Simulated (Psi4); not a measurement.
**C2H4GaN (SMILES N=C=[CH][GaH2]) at PBE/pcseg-2 (density fitting with def2-universal-jkfit, sweep point 10)**

What is the vertical ionisation energy of C2H4GaN at PBE/pcseg-2 (density fitting with def2-universal-jkfit, sweep point 10)? 

Program for the calculation: Psi4 1.11.

8 further runs of the same task are left out: 8 that didn't finish.

**1. The structure to begin with**

C2H4GaN has 8 atoms, charge 0, and is taken as a singlet. As SMILES, `N=C=[CH][GaH2]`. Geometry: relaxed at PBE0-D4/def2-TZVP.

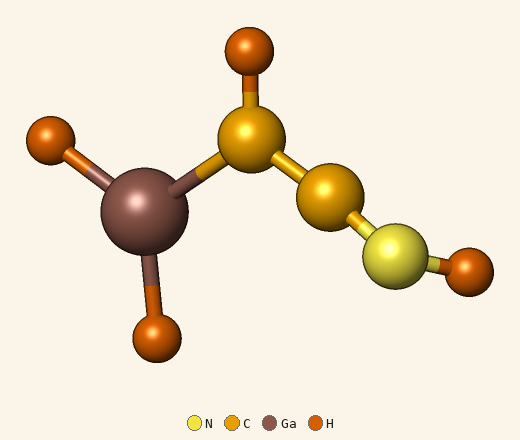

The structure, seen from a chosen angle (nitrogen yellow, carbon amber, gallium brown, hydrogen orange).

**2. The energy at PBE/pcseg-2 (density fitting with def2-universal-jkfit, sweep point 10)**

The input, input.inp:

```
memory 1.6 GB

molecule molecule1 {
  0 1
  N      0.336900     2.061700    -0.854600
  C      0.365600     1.114900    -0.096000
  C      0.472300     0.025700     0.622800
  Ga    -0.381300    -1.593600     0.007200
  H     -0.411400     2.740600    -0.770200
  H      1.040500     0.073900     1.545200
  H     -0.231900    -2.886400     0.876300
  H     -1.190600    -1.536800    -1.330700
  units angstrom
  symmetry c1
}

set {
  basis pcseg-2
  puream true
  scf_type df
  dft_radial_points 99
  dft_spherical_points 590
  df_basis_scf def2-universal-jkfit
}

energy('pbe')
```

Run with:

```
$ psi4 -i input.inp -o input.out -n 1
```

input.out:

```text
[...]
  Running in c1 symmetry.
[...]
  Nuclear repulsion =  206.759086002099480
[...]
  Multiplicity = 1
[...]
  Nalpha       = 27
  Nbeta        = 27
[...]
    Number of basis functions: 189
[...]
   @DF-RKS iter   1: -2055.96655874488670   -1.56289e+00   1.24903e-02 DIIS/ADIIS
[...]
   @DF-RKS iter  13: -2057.81062089546231   -5.40081e-08   2.29076e-07 DIIS
[...]
    Orbital Energies [Eh]
    ---------------------
    Doubly Occupied:
       1A   -370.823257     2A    -45.256034     3A    -40.095001
       4A    -40.090748     5A    -40.090681     6A    -14.002533
       7A     -9.954875     8A     -9.885273     9A     -5.254875
      10A     -3.588759    11A     -3.577041    12A     -3.576506
      13A     -0.862878    14A     -0.728077    15A     -0.719853
      16A     -0.719548    17A     -0.718998    18A     -0.715614
      19A     -0.675634    20A     -0.523514    21A     -0.434628
      22A     -0.417606    23A     -0.350086    24A     -0.336389
      25A     -0.267489    26A     -0.265140    27A     -0.222493
[...]
  @DF-RKS Final Energy: -2057.81062089546231
   => Energetics <=
    Nuclear Repulsion Energy =            206.7590860020994796
    One-Electron Energy =               -3274.9238131545239412
    Two-Electron Energy =                1104.1597737755189428
    DFT Exchange-Correlation Energy =     -93.8056675185567599
    Empirical Dispersion Energy =           0.0000000000000000
    VV10 Nonlocal Energy =                  0.0000000000000000
    Total Energy =                      -2057.8106208954623071
[...]
 Multipole Moments:
 ------------------------------------------------------------------------------------
     Multipole            Electronic (a.u.)      Nuclear  (a.u.)        Total (a.u.)
 ------------------------------------------------------------------------------------
 L = 1.  Multiply by 2.5417464519 to convert [e a0] to [Debye]
 Dipole X            :         -1.7550437            1.4401175           -0.3149262
 Dipole Y            :         -6.8495798            7.1772559            0.3276760
 Dipole Z            :          0.2205613            0.1342795            0.3548407
 Magnitude           :                                                    0.5765952
[...]
```

Run time: 55 s. Hardware: 1 thread of Intel Xeon Platinum 8259CL at 2.50GHz (Skylake/Cascade Lake), shared host; peak memory 1.3 GiB.

**3. The doublet cation, same level**

The input, calc.in:

```
memory 1.6 GB

molecule {
  1 2
  N      0.336900     2.061700    -0.854600
  C      0.365600     1.114900    -0.096000
  C      0.472300     0.025700     0.622800
  Ga    -0.381300    -1.593600     0.007200
  H     -0.411400     2.740600    -0.770200
  H      1.040500     0.073900     1.545200
  H     -0.231900    -2.886400     0.876300
  H     -1.190600    -1.536800    -1.330700
  symmetry c1
}

set globals {
  basis pcseg-2
  reference uks
  puream true
  scf_type df
  dft_radial_points 99
  dft_spherical_points 590
  maxiter 100
  df_basis_scf def2-universal-jkfit
}

e, wfn = energy('pbe', return_wfn=True)
print_variables()
```

Run with:

```
$ psi4 -i calc.in -o calc.out -n 1
```

calc.out:

```text
[...]
  Running in c1 symmetry.
[...]
  Nuclear repulsion =  206.759086002099480
[...]
  Multiplicity = 2
[...]
  Nalpha       = 27
  Nbeta        = 26
[...]
    Number of basis functions: 189
[...]
   @DF-UKS iter   1: -2055.87754799629147   -1.47387e+00   1.20166e-02 ADIIS/DIIS
[...]
   @DF-UKS iter  22: -2057.47367218062527   -2.41496e-07   1.76238e-07 DIIS
[...]
   @S^2 Observed:                7.561515030E-01
[...]
    Orbital Energies [Eh]
    ---------------------
    Alpha Occupied:
       1A   -371.031320     2A    -45.463851     3A    -40.303011
       4A    -40.298897     5A    -40.298060     6A    -14.270549
       7A    -10.210977     8A    -10.162147     9A     -5.463117
      10A     -3.797420    11A     -3.786343    12A     -3.783218
      13A     -1.113593    14A     -0.961582    15A     -0.930908
      16A     -0.929596    17A     -0.926207    18A     -0.923681
      19A     -0.917567    20A     -0.767257    21A     -0.683830
      22A     -0.645087    23A     -0.611300    24A     -0.562501
      25A     -0.495590    26A     -0.493052    27A     -0.455850
    Alpha Virtual:
[...]
  @DF-UKS Final Energy: -2057.47367218062527
   => Energetics <=
    Nuclear Repulsion Energy =            206.7590860020994796
    One-Electron Energy =               -3262.7853693006281901
    Two-Electron Energy =                1092.0711939197249194
    DFT Exchange-Correlation Energy =     -93.5185828018216796
    Empirical Dispersion Energy =           0.0000000000000000
    VV10 Nonlocal Energy =                  0.0000000000000000
    Total Energy =                      -2057.4736721806252717
[...]
 Multipole Moments:
 ------------------------------------------------------------------------------------
     Multipole            Electronic (a.u.)      Nuclear  (a.u.)        Total (a.u.)
 ------------------------------------------------------------------------------------
 L = 1.  Multiply by 2.5417464519 to convert [e a0] to [Debye]
 Dipole X            :         -1.2730233            1.4401175            0.1670942
 Dipole Y            :         -5.3946322            7.1772559            1.7826236
 Dipole Z            :          0.2136657            0.1342795            0.3479451
 Magnitude           :                                                    1.8239335
[...]
```

It took 2.3 min on 1 thread of Intel Xeon Platinum 8259CL at 2.50GHz (Skylake/Cascade Lake), shared host; peak memory 1.3 GiB.

**4. What came out**

Level: PBE/pcseg-2 (density fitting with def2-universal-jkfit, sweep point 10).

```
                                          quantity           value
                     singlet C2H4GaN: total energy  -2057.81062 Eh
                    singlet C2H4GaN: dipole moment          1.47 D
                      singlet C2H4GaN: HOMO energy        -6.05 eV
                      singlet C2H4GaN: LUMO energy        -2.31 eV
                    singlet C2H4GaN: HOMO–LUMO gap         3.74 eV
                      doublet cation: total energy  -2057.47367 Eh
doublet cation: HOMO energy (highest over α and β)       -12.28 eV
 doublet cation: LUMO energy (lowest over α and β)       -12.21 eV
                              doublet cation: ⟨S²⟩           0.756
vertical ionisation energy (to the doublet cation)        9.169 eV
```

What this shows: Removing an electron at fixed nuclei costs 9.17 eV (885 kJ/mol). −ε(HOMO) before ionisation, 6.05 eV, is 3.11 eV below this ionisation energy.
